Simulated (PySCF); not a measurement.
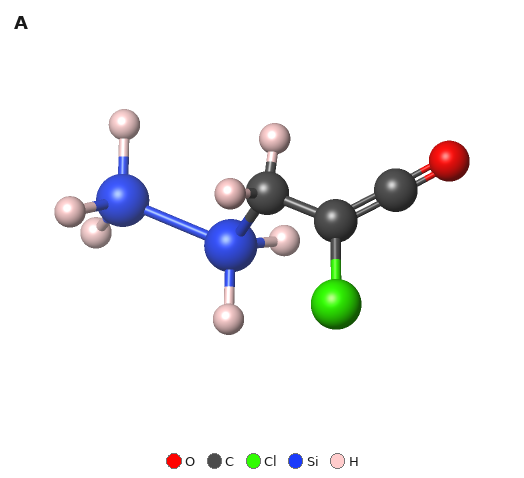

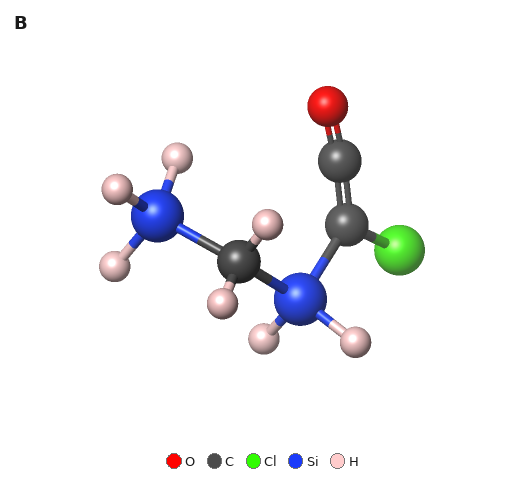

2 stationary structures of one formula. Geometries: GFN2-xTB. Electronic energies: PBE0/pcSseg-1 (PySCF 2.14.0), without zero-point energy. No frequency run is at hand to confirm each as a minimum. Each is one conformer, not always the lowest.

Are they conformers, stereoisomers or constitutional isomers?

Answer. They are constitutional isomers of C3H7ClOSi2: A `O=C=C(Cl)C[SiH2][SiH3]`, B `O=C=C(Cl)[SiH2]C[SiH3]`.

Rank them by energy, lowest first.

Answer. B is lowest; A lies 55.5 kJ/mol above it.

The geometry is semi-empirical. Around Si such bond lengths and angles can be off by a tenth of an ångström or more and by several degrees, and values that hang on the shape move with them.
